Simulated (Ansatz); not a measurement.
## Electronic structure of C2H3FInN (SMILES F[C]1([InH2])C=N1) in real space

Input file:

```
crystal:
  periodic: [false, false, false]
  atoms:
    - {symbol: F, position_ang: [0.141963, -1.529951, -1.139798]}
    - {symbol: C, position_ang: [-0.188114, -0.363353, -0.465062]}
    - {symbol: In, position_ang: [1.371673, 0.342989, 0.857672]}
    - {symbol: C, position_ang: [-1.590698, -0.066274, -0.471290]}
    - {symbol: N, position_ang: [-0.963792, 0.592228, -1.334176]}
    - {symbol: H, position_ang: [2.894263, -0.446149, 0.864078]}
    - {symbol: H, position_ang: [0.945698, 1.695930, 1.833519]}
    - {symbol: H, position_ang: [-2.610984, -0.225411, -0.144953]}
basis:
  gaussian: {orbitals: def2-TZVPP}
hamiltonian: {xc: pbe0, dispersion: d4}
output: {orbitals: {seedname: orbitals}}
```

Run with:

```sh
ansatz run in.yaml --threads 4 --pin off --events-out ev --progress --plain --max-ram 10444MiB
```

Geometry: PBE0-D4/def2-TZVP; core potentials replace the inner electrons of In.

Method: RKS PBE0-D4/def2-TZVPP (Ansatz).

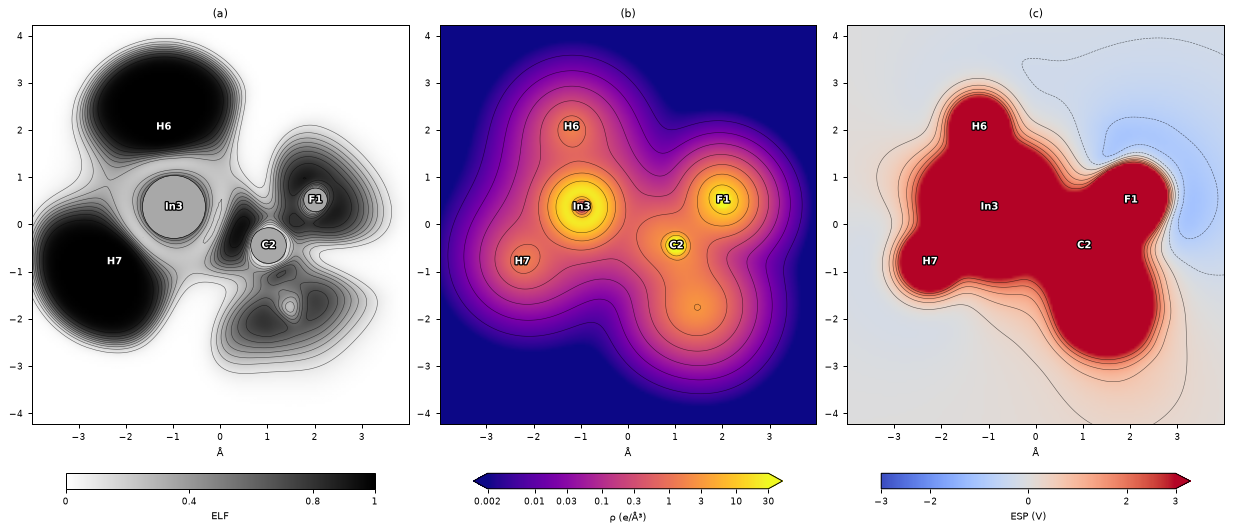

Figure 1. (a) electron localisation function; (b) electron density; (c) electrostatic potential on the plane of atoms F1, C2 and In3. Grey discs cover the atomic cores in the ELF map.

Interpret the plot.

Answer. Atoms in the plane: F, C, In and H. C–F (1.39 Å): ρ at the midpoint is about 2.1 e/Å³, with its minimum of 1.6 e/Å³ about 0.5 Å from C; the ELF peaks at about 0.80 between the atoms; a shared but strongly polarised pair. C–In (2.16 Å): the density is about 0.68 e/Å³ at the midpoint; the ELF peaks at about 0.95 in the valence shell of C, 0.7 Å from its nucleus, and drops to about 0.20 between the two atoms. In–H (1.71 Å): ρ is about 1.2 e/Å³ halfway; the ELF climbs to about 1 towards the hydrogen. The ELF also peaks beside F1, away from the bonds: lone-pair regions. Outside the dense part of the molecule the potential is most negative (−1.1 V) near F1.

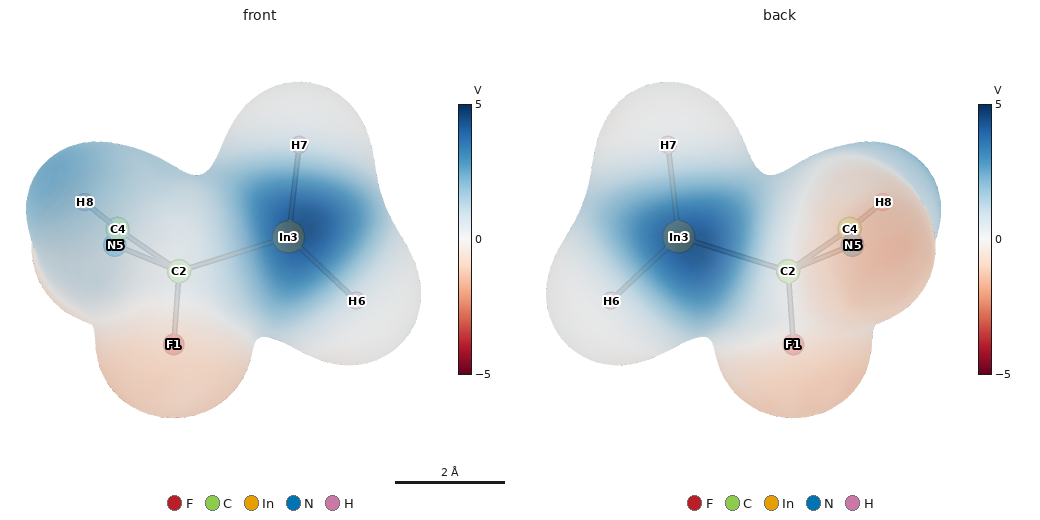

Figure 2. The molecular electrostatic potential painted on the density surface at 0.004 e/bohr³, seen from the front and from behind; the colour scale runs from red (negative) to blue (positive).

Describe the electrostatic potential map.

Answer. The most negative region (about −1.6 V, or −37 kcal/mol for a unit charge) lies over N5, the most positive (about +4.4 V, or +101 kcal/mol for a unit charge) over In3. N5 is the likeliest acceptor of a hydrogen bond.

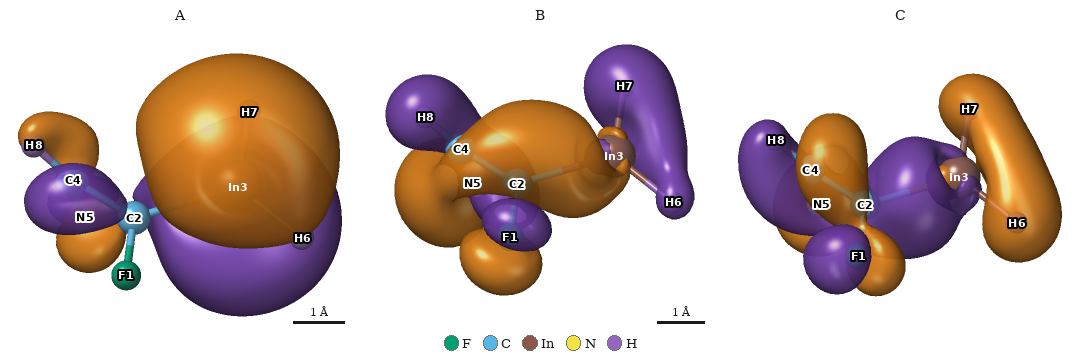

Figure 3. Three frontier orbitals at ±0.06 Å⁻³ᐟ² (orange and purple are the two phases), in no order.

Which picture is the HOMO−1, the HOMO and the LUMO?

Answer. B is the HOMO−1 (−8.03 eV). By Hirshfeld shares it lies mainly on N5 (about 30 %), C2 (about 25 %), F1 (about 15 %), In3 (about 10 %) and C4 (about 10 %). C is the HOMO (−7.66 eV). It lies mainly on C2 (about 25 %), N5 (about 20 %), C4 (about 15 %), In3 (about 15 %) and F1 (about 15 %). A is the LUMO (−2.03 eV). Its weight (Hirshfeld) is mainly on In3 (about 80 %).

What is the HOMO–LUMO gap?

Answer. 5.63 eV between the orbital energies.
